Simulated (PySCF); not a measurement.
# C₇H₁₅NSi: what the fields show

```xyz
24

C     2.9619   -1.1884   -1.4900
C     2.1530   -0.3817   -0.8088
Si    2.5949    1.2625    0.0157
C     0.7540   -0.6824   -0.6042
N     0.1074    0.1723    0.0612
C    -1.2995    0.0571    0.3747
C    -1.6606    1.3048    1.1870
C    -2.1359    0.0163   -0.9116
C    -1.5623   -1.2015    1.2129
H     4.0024   -0.9506   -1.6348
H     2.6208   -2.1153   -1.9313
H     1.8317    2.3461   -0.5957
H     4.0274    1.4876   -0.2416
H     2.3853    1.1687    1.4570
H     0.3363   -1.6082   -1.0236
H    -1.4584    2.1976    0.6014
H    -1.0558    1.3455    2.0888
H    -2.7118    1.2910    1.4642
H    -1.8984   -0.8671   -1.5006
H    -1.9298    0.8981   -1.5147
H    -3.1955   -0.0040   -0.6689
H    -1.3181   -2.1002    0.6504
H    -0.9512   -1.1807    2.1128
H    -2.6095   -1.2477    1.5015
```

Geometry: GFN2-xTB.

Level of theory: PBE0/pcSseg-1, SCF density, gas phase, non-relativistic in PySCF.

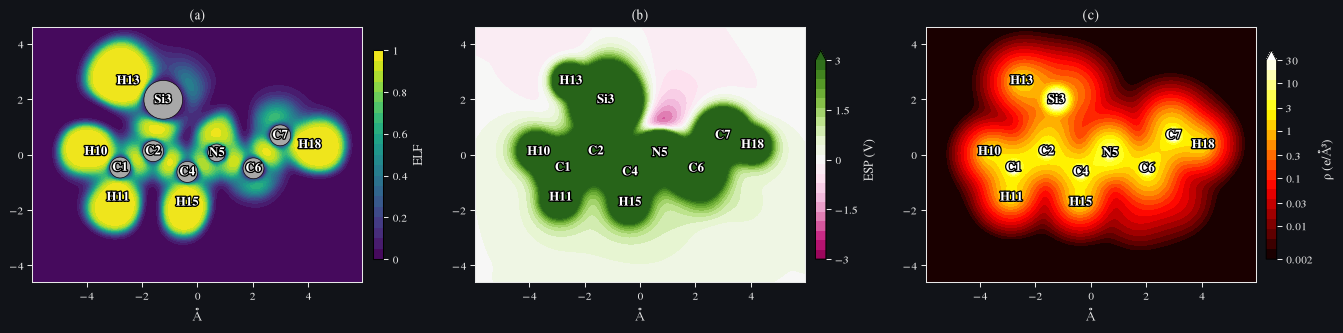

Figure 1. (a) ELF; (b) molecular electrostatic potential; (c) electron density on the plane of atoms C2, C4 and H15. Grey discs cover the atomic cores in the ELF map.

> Read the bonding off the picture.

The section cuts through C, Si, N and H sites.
C–N (1.26 Å): ρ is about 2.8 e/Å³ halfway; the ELF peaks at about 0.90 between the atoms (a short, multiple covalent bond).
C–C (1.33 Å): ρ is about 2.3 e/Å³ halfway; the ELF peaks at about 0.90 between the atoms; a short, multiple covalent bond.
C–Si (1.89 Å): ρ at the midpoint is about 0.92 e/Å³; the ELF peaks at about 1 between the atoms (localised, covalent bonding).
C–H (1.08 Å): the density is about 2.1 e/Å³ at the midpoint; the ELF climbs to about 1 towards the hydrogen, as it does in any bond to H: a covalent bond by its length.
C–C (1.45 Å): ρ is about 1.9 e/Å³ halfway; the ELF peaks at about 0.95 between the atoms (a covalent bond).
The ELF also peaks beside N5, away from the bonds: lone-pair regions.
Outside the dense part of the molecule the potential is most negative (−1.9 V) near N5.

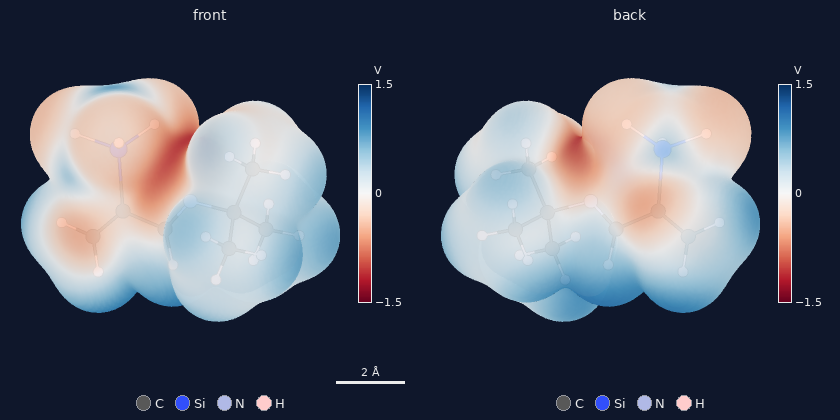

Figure 2. The molecular electrostatic potential painted on the density surface at 0.002 e/bohr³, seen from the front and from behind; the colour scale runs from red (negative) to blue (positive).

> Which sites attract a positive test charge, and which a negative one?

A positive charge is drawn to the negative regions and a negative charge to the positive ones. The most negative region (about −1.1 V, or −25 kcal/mol for a unit charge) lies over N5 and C7, the most positive (about +1.0 V, or +23 kcal/mol for a unit charge) over H11 and H15.
